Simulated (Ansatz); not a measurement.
```yaml
crystal:
  lattice:
    - [4.01188, 0.00000, 0.00000]
    - [0.00000, 4.01188, 0.00000]
    - [0.00000, 0.00000, 4.01188]
  atoms:
    - { symbol: Na, position: [0.00000, 0.00000, 0.00000] }
    - { symbol: Y, position: [0.50000, 0.50000, 0.50000] }
```

Space group Pm-3m; a generated structure, not necessarily the stable one.

All numbers below come from Kohn-Sham DFT of a periodic cell, revPBE, Ansatz PAW (Ansatz 0.2.0).

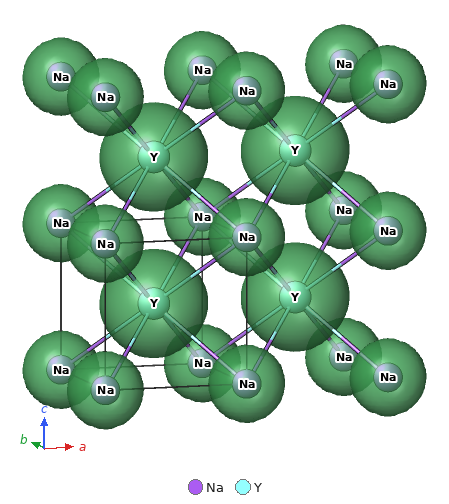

NaY. Isosurface of the valence electron density at 0.1 e/Å³ (green), seen slightly off an axis. Sticks mark near contacts.

In a PAW calculation such maps are meaningful between the atoms, not at the nuclei.

Question: How is the density connected at this value?

Answer: At this value the density breaks into separate islands; it holds about 85 % of the electrons treated as valence (semicore included). It bridges none of the near contacts. It is pinched off along the sampled Na–Y (3.47 Å) contacts. On the grid the lowest density along these lines, outside the cores, is 0.06 e/Å³ (Na–Y, 3.47 Å).
